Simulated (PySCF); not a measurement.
# ROCCSD(T)/SBKJC (core potential) run of [NH3]+ (SMILES [NH3+])

What is the vertical doublet–quartet gap of [NH3]+ at ROCCSD(T)/SBKJC (core potential)? The job is set up through a Python script.

The calculation is run with PySCF 2.14.0.

12 further runs of the same task are left out: 1 that didn't finish, 11 set aside as unsound or not needed.

## 1. The structure to begin with

The species is [NH3]+ (4 atoms), meant as a doublet with charge +1. As SMILES, `[NH3+]`. The shape is that of a GFN2-xTB optimisation.

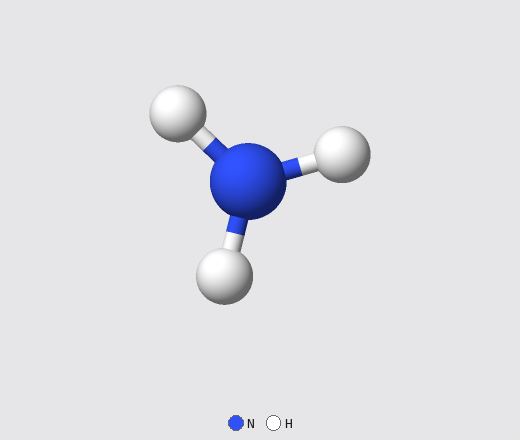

The structure, seen from a chosen angle (nitrogen blue, hydrogen white).

## 2. The energy at ROCCSD(T)/SBKJC (core potential)

Input file input.py:

```python
from pyscf import gto, scf, cc

system = gto.M(
    atom='''
N      0.000265    -0.001550    -0.000624
H      0.965083    -0.451172     1.623842
H     -1.881147    -0.452627    -0.169716
H      0.915799     0.905330    -1.453502
''',
    ecp={'N': 'sbkjc'},
    spin=1,
    basis='sbkjc',
    charge=1,
    verbose=3,
    max_memory=1860,
    unit='bohr',
)

mf = scf.ROHF(system)
mf.conv_tol = 1e-10
mf.kernel()
if not mf.converged:
    mf = mf.newton().run(mf.mo_coeff, mf.mo_occ)

mycc = cc.CCSD(mf)
mycc.kernel()
e_t = mycc.ccsd_t()
e_final = mycc.e_tot + e_t
print('Final energy', e_final)
```

Launch:

```console
$ OMP_NUM_THREADS=1 python input.py
```

Standard output:

```text
converged SCF energy = -11.0852740656804

WARN: RCCSD method does not support ROHF method. ROHF object is converted to UHF object and UCCSD method is called.

E(UCCSD) = -11.18046605693822  E_corr = -0.09519199125780912
UCCSD(T) correction = -0.000809398363068876
Final energy -11.181275455301291
```

Run time: 0.71 s. Hardware: 1 thread of Arm Neoverse V2, shared host; peak memory 0.12 GiB.

## 3. The quartet, same level

Input file calc.py:

```python
from pyscf import gto, cc

mol = gto.Mole()
mol.atom = '''
N      0.000140    -0.000820    -0.000330
H      0.510700    -0.238750     0.859300
H     -0.995460    -0.239520    -0.089810
H      0.484620     0.479080    -0.769160
'''
mol.charge = 1
mol.spin = 3
mol.max_memory = 1860
mol.verbose = 4
mol.basis = 'sbkjc'
mol.ecp = {'N': 'sbkjc'}
mol.build()

mf = mol.ROHF()
mf.conv_tol = 1e-10
mf.kernel()
if not mf.converged:
    mf = mf.newton().run(mf.mo_coeff, mf.mo_occ)

mycc = cc.CCSD(mf)
mycc.kernel()
e_t = mycc.ccsd_t()
e_final = mycc.e_tot + e_t
print('E = %.10f Eh' % e_final)
```

Launch:

```console
$ OMP_NUM_THREADS=1 python calc.py
```

Standard output:

```text
PySCF version 2.14.0

[INPUT] num. atoms = 4
[INPUT] num. electrons = 7
[INPUT] charge = 1
[INPUT] spin (= nelec alpha-beta = 2S) = 3
[INPUT] symmetry False subgroup None
[INPUT] Mole.unit = angstrom
[INPUT] Symbol           X                Y                Z      unit          X                Y                Z       unit  Magmom
[INPUT]  1 N      0.000140000000  -0.000820000000  -0.000330000000 AA    0.000264561657  -0.001549575422  -0.000623609621 Bohr   0.0
[INPUT]  2 H      0.510700000000  -0.238750000000   0.859300000000 AA    0.965083131815  -0.451172112240   1.623841658839 Bohr   0.0
[INPUT]  3 H     -0.995460000000  -0.239520000000  -0.089810000000 AA   -1.881146767960  -0.452627201356  -0.169716303247 Bohr   0.0
[INPUT]  4 H      0.484620000000   0.479080000000  -0.769160000000 AA    0.915799074487   0.905329991757  -1.453501745970 Bohr   0.0

nuclear repulsion = 8.61547113591392
number of shells = 10
number of NR pGTOs = 25
number of NR cGTOs = 14
basis = sbkjc
ecp = {'N': 'sbkjc'}

[... 51 lines left out ...]
converged SCF energy = -10.530314701379
[... 1 line left out ...]
WARN: RCCSD method does not support ROHF method. ROHF object is converted to UHF object and UCCSD method is called.
[... 11 lines left out ...]
Init t2, MP2 energy = -0.0606326656100298
[... 24 lines left out ...]
UCCSD converged
[... 2 lines left out ...]
E = -10.6244592357 Eh
```

Run time: 0.81 s. Hardware: 1 thread of Arm Neoverse V2, shared host; peak memory 0.12 GiB.

## 4. Summary of results

At ROCCSD(T)/SBKJC (core potential):

```
                                        quantity         value
                           doublet: total energy  -11.18128 Eh
                     doublet: correlation energy     -96.0 mEh
                         doublet: (T) correction     -0.81 mEh
      doublet: ⟨S²⟩ of the reference determinant         0.750
                          doublet: T1 diagnostic         0.016
                           quartet: total energy  -10.62446 Eh
                     quartet: correlation energy     -94.1 mEh
                         quartet: (T) correction     -2.69 mEh
      quartet: ⟨S²⟩ of the reference determinant         3.750
                          quartet: T1 diagnostic         0.017
vertical energy of the quartet above the doublet     15.152 eV
```

**Reading.** At this shape the quartet lies 15.15 eV (349 kcal/mol) above the doublet. Mulliken charges (doublet) of the mean-field density run from -0.39 on N1 to +0.46 on H2; they depend strongly on the basis. The triples (doublet) make up 0.8 % of the correlation energy. Mulliken charges (quartet) of the mean-field density run from +0.09 on H2 to +0.46 on N1; they depend strongly on the basis. The triples (quartet) make up 2.9 % of the correlation energy.
